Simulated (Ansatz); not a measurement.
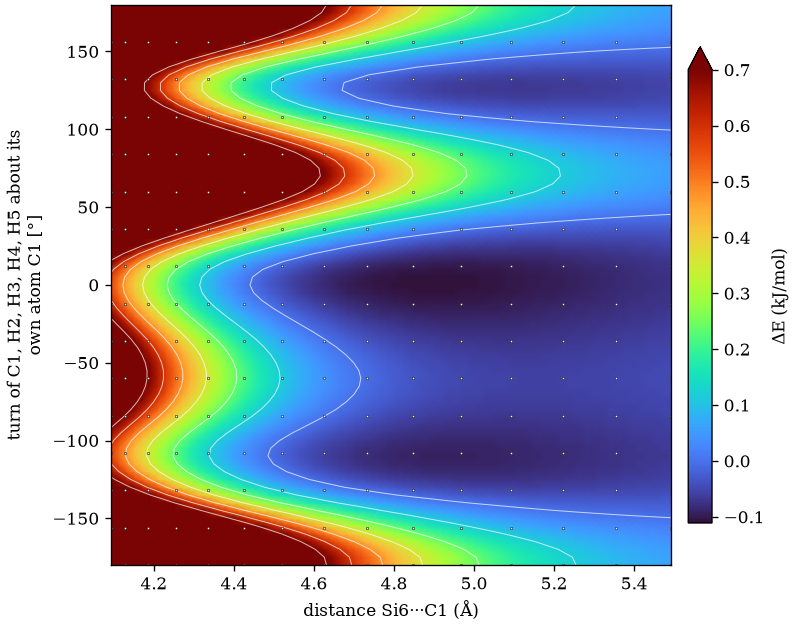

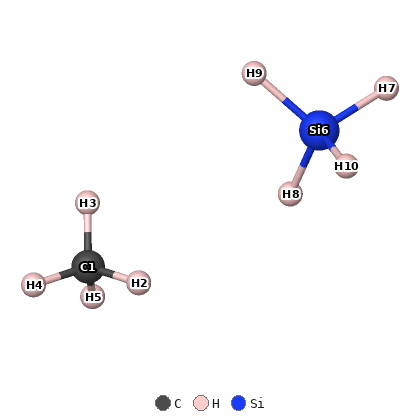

Energy landscape of the pair CH₄···H₄Si. The turn is about an axis along (−0.99, 0.16, −0.05) in the frame of the relaxed pair, normal to the line between the partners. First axis: distance Si6···C1. Second axis: turn of C1, H2, H3, H4, H5 about its own atom C1. Grid: 15 × 15 points. Points are written as (first, second). All energies are given in kJ/mol relative to the two partners far apart, frozen as in the relaxed pair, each in its own basis (no counterpoise correction). These are results of Ansatz, RHF/def2-TZVPD, not measurements.

Drawn: a smooth colour map with a few white contour lines, dots at the grid points, one colour for all values above the top of the scale. Between grid points the surface is interpolated. The second picture is the structure at the lowest point.

Question: Where are the wells?

Answer: The lowest grid point is at (4.967 Å, 12°), −0.10 kJ/mol from the two partners far apart, frozen as in the relaxed pair, each in its own basis (no counterpoise correction). The highest grid point, (4.093 Å, −180°), lies 3.55 kJ/mol above the lowest. On the interpolated surface the easiest way out of the lowest well to a well of about the same depth near (4.967 Å, −108°) passes a barrier of about 0.053 kJ/mol, counted from the interpolated bottom of the well.

The input of one point:

```yaml
crystal:
  periodic: [false, false, false]
  atoms:
    - { symbol: C, position_ang: [0.1199, -0.012271, -2.527816] }
    - { symbol: H, position_ang: [1.112657, 0.275943, -2.20566] }
    - { symbol: H, position_ang: [-0.191818, -0.898182, -1.988873] }
    - { symbol: H, position_ang: [0.132436, -0.222189, -3.58993] }
    - { symbol: H, position_ang: [-0.573645, 0.794956, -2.328225] }
    - { symbol: Si, position_ang: [-0.115446, 0.011806, 2.433546] }
    - { symbol: H, position_ang: [-0.214371, -0.009287, 3.905488] }
    - { symbol: H, position_ang: [-0.945786, 1.108846, 1.90104] }
    - { symbol: H, position_ang: [-0.591947, -1.274552, 1.890694] }
    - { symbol: H, position_ang: [1.290323, 0.222343, 2.038558] }
basis:
  gaussian: { orbitals: def2-TZVPD }
hamiltonian:
  xc: hf
output:
  forces: true
```

Time for the 225 points that were run: 8.3 min on 1 thread of Arm Neoverse V1 (shared host).
